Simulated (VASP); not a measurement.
Energy against volume of InP (zinc blende). All values below come from PBE GGA, VASP's PBE PAW potentials (set 64) (plane waves; VASP).

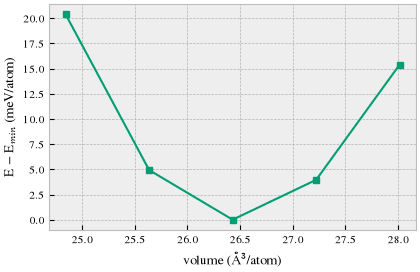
Energy against volume

Problem. Estimate the equilibrium volume and the bulk modulus.

Solution. The minimum lies near 26.5 Å³/atom, and the curvature gives B0 of about 59 GPa.

Measured: bulk modulus 72.0 GPa at 0 K (computed value off by -17.5 %), as given by Daniel Mejia-Rodriguez et al., Physical Review B (2018), arXiv:1807.09216 [0 K value with the zero-point phonon effect removed]; a 5.858 Å at 0 K (computed value off by +1.7 %), as given by Daniel Mejia-Rodriguez et al., Physical Review B (2018), arXiv:1807.09216 [static lattice: zero-point anharmonic expansion removed].

The compound is InP in the zinc blende structure. It was relaxed first.
